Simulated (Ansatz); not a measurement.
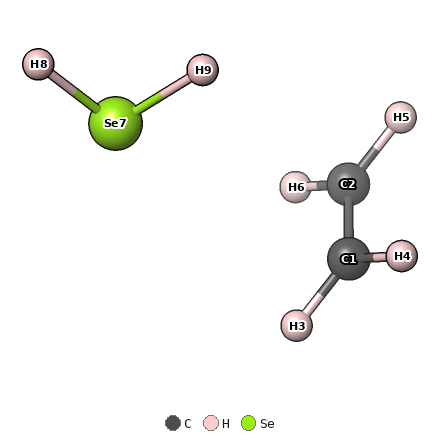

The system is the pair C₂H₄···H₂Se; the picture shows the reference structure. The first coordinate is: separation of C1 and Se7 along their line in the relaxed pair; the second: sideways slip of Se7, H8, H9. Nothing is relaxed (both partners rigid). Grid: 9 × 9 points. Points are written as (first, second). All energies are given in cm⁻¹ relative to the lowest grid point. Level of theory: RKS B3LYP-D4/def2-SVPD in Ansatz 0.2.0.

Its coordinates:

```xyz
9

C     0.8221    0.1033   -1.1975
C    -0.5016    0.0836   -1.3658
H     1.4002   -0.8169   -1.0924
H     1.3807    1.0410   -1.1578
H    -1.0796    1.0043   -1.4706
H    -1.0602   -0.8537   -1.4052
Se   -0.2479   -0.7033    2.1176
H    -0.4367   -0.6220    3.5817
H    -0.2770    0.7637    1.9901
```

Range: separation of C1 and Se7 along their line in the relaxed pair from 3.004 to 4.404 Å; sideways slip of Se7, H8, H9 from −3.00 to 3.00 Å.

**What landscape does the calculation give?**

The lowest grid point is at (3.534 Å, 0.00 Å). It is the only kind of minimum in the scanned range. The highest grid point, (3.004 Å, 1.50 Å), lies 2907 cm⁻¹ above the lowest. Round the minimum the valley is somewhat tilted: raising the first coordinate shifts the best value of sideways slip of Se7, H8, H9 upwards (coupling k₁₂/√(k₁₁k₂₂) about −0.4).

```
second ↓, first →  3.004  3.080  3.205  3.358  3.534  3.729  3.939  4.165  4.404
             3.00   1186   1008    799    647    566    542    556    587    622
             2.25   2265   1812   1270    856    602    485    462    488    533
             1.50   2907   2246   1461    869    510    349    320    361    429
             0.75   2013   1486    872    429    190    119    155    243    344
             0.00    982    665    313     86      0     24    112    225    336
            −0.75    658    466    261    141    114    155    234    326    412
            −1.50    473    404    337    308    319    359    412    469    523
            −2.25    463    459    461    476    500    530    562    594    624
            −3.00    578    586    599    615    632    650    667    684    701
```

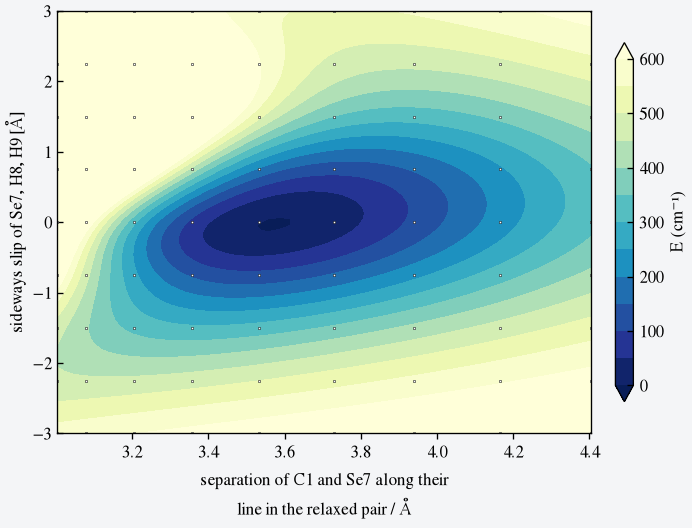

The picture shows filled contours, dots at the grid points, one colour for all values above the top of the scale. Between grid points the surface is interpolated.

The whole map (81 points run) took 14 min on 1 thread of Arm Neoverse V1, on a shared host.
